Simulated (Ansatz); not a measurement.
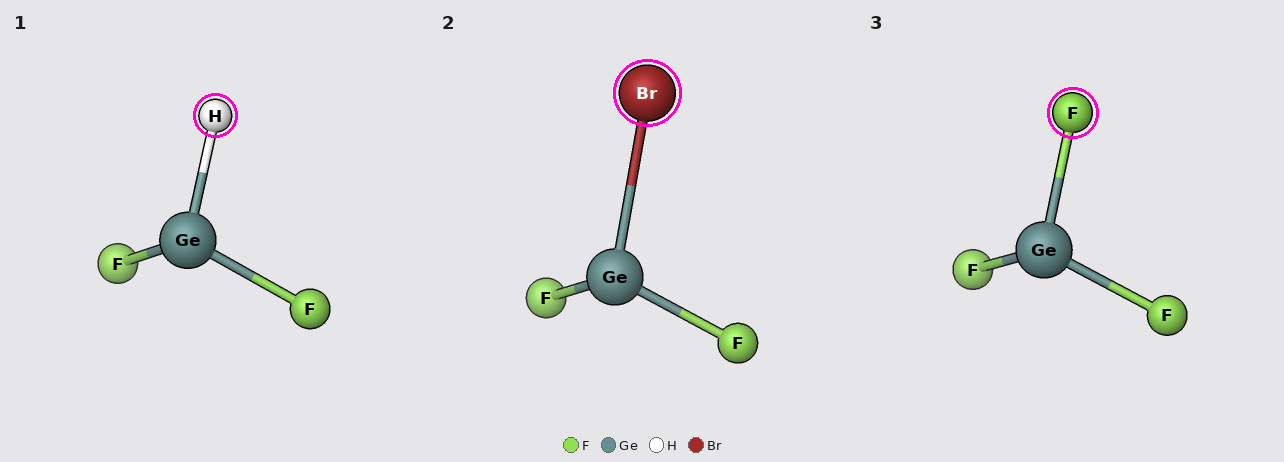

3 molecules with one skeleton, seen from the same side and at one scale; the atom that differs is circled. Charge 0, doublet. Computed geometries: PBE0-D4/def2-TZVP optimisations, one conformation each. Properties computed with Ansatz 0.2.0.

One atom differs, called X below: H in panel 1, Br in panel 2, F in panel 3. Their formulas are F2GeH (`[F][GeH][F]`), GeBrF2 (`[F][Ge]([F])[Br]`), GeF3 (`[F][Ge]([F])[F]`).

Question: Rank them by the length of X–Ge, lowest first (PBE0-D4/def2-TZVP).

Answer: 1 (H), 3 (F), 2 (Br).

Question: Rank them by the dipole moment, lowest first (PBE0-D4/def2-TZVP).

Answer: 2 (Br), 3 (F), 1 (H).

Give the values. With PBE0-D4/def2-TZVP: length of X–Ge (Å), mean angle F–Ge–X (°), dipole moment (D), harmonic zero-point energy (kJ/mol).

```csv
quantity,1 (H),2 (Br),3 (F)
length of X–Ge (Å),1.564,2.302,1.721
mean angle F–Ge–X (°),107.0,108.9,106.5
dipole moment (D),2.46,1.89,2.10
harmonic zero-point energy (kJ/mol),29.2,13.6,17.0
```
